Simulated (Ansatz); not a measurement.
# CAlF₂N (charge +1): single-point calculation

- system: CAlF₂N, charge +1, multiplicity 2
- method: UKS B3LYP-D4/def2-TZVPP (Ansatz 0.2.0)

The geometry is the cation at the geometry of the neutral molecule. The geometry comes from this level: PBE0-D4/def2-TZVP.

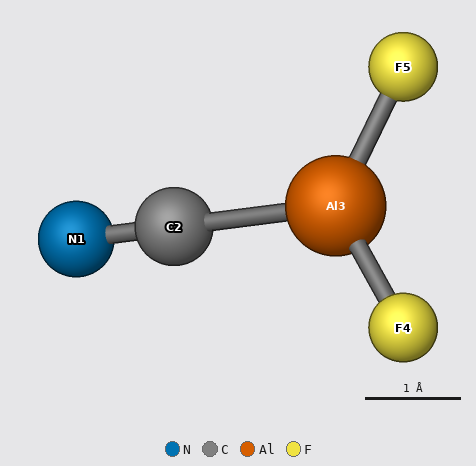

**Figure 1.** The structure (ball-and-stick view, seen at a tilt; atoms are numbered from 1 in the order of the input). Sticks mark near contacts. Bond lengths as drawn: Al–C 1.90 Å, Al–F 1.63 Å and C–N 1.15 Å.

**Key numbers**

- outcome: converged
- total energy: −14552.7615 eV
- mean-field energy: −14552.6328 eV
- dispersion energy: −0.1287 eV
- ⟨S²⟩: 0.755
- SCF solution under orbital rotations: stable
- hardware: 2 CPU threads, shared host
- wall time: 25 s (CPU time 48 s)
- peak memory: 0.58 GiB

**The input**
```yaml
crystal:
  periodic: [false, false, false]
  atoms:
    - {symbol: N, position_ang: [1.528495, -1.248620, 1.351812]}
    - {symbol: C, position_ang: [0.794109, -0.651908, 0.694086]}
    - {symbol: Al, position_ang: [-0.419721, 0.334391, -0.393136]}
    - {symbol: F, position_ang: [-1.703444, -0.425245, -1.042488]}
    - {symbol: F, position_ang: [-0.149640, 1.917682, -0.651773]}
basis:
  gaussian: {orbitals: def2-TZVPP}
total_charge: 1
magnetization: {spin_polarized: true, initial_magnetization: 1}
hamiltonian: {xc: {name: B3LYP}, dispersion: d4}
```

**The program's output**
```
Functional definition: B3LYP
  name "B3LYP"
  cite "Stephens, Devlin, Chabalowski & Frisch, J. Phys. Chem. 98, 11623 (1994) doi:10.1021/j100096a001"
  cite "Becke, Phys. Rev. A 38, 3098 (1988) doi:10.1103/PhysRevA.38.3098"
  cite "Lee, Yang & Parr, Phys. Rev. B 37, 785 (1988) doi:10.1103/PhysRevB.37.785"
  cite "Vosko, Wilk & Nusair, Can. J. Phys. 58, 1200 (1980) doi:10.1139/p80-159"
  parameter a0 = 0.2
  parameter ax = 0.72
  parameter ac = 0.81
  exchange = (1 - a0 - ax)*slater_x + ax*b88_x + a0*exact_x
  correlation = (1 - ac)*vwn_rpa_c + ac*lyp_c
940 factors; their error is unknown
mean field evaluation 1: about -14537.9887 eV, gradient 7.1e1 eV
mean field evaluation 2: about -14435.4230 eV, gradient 1.8e2 eV
mean field evaluation 4: about -14540.3509 eV, gradient 5.0e1 eV
mean field evaluation 8: about -14552.3831 eV, gradient 1.5e0 eV
mean field evaluation 16: about -14552.4306 eV, gradient 1.5e-2 eV
mean field evaluation 32: about -14552.6324 eV, gradient 6.7e-2 eV
mean field evaluation 64: about -14552.5684 eV, gradient 7.8e-1 eV
mean field -14552.63256459 eV, -534.7993826200 hartree, gradient 4.7e-6 eV, S^2 0.754761; 7 other end points of the search recorded, 0 dependent functions left out
reference -14552.63278716 eV, -534.7993907993 hartree; 22, 21 occupied and 144, 145 virtual orbitals, 940 factors
Total energy: -14552.76146132 eV, -534.8041194873 hartree
```
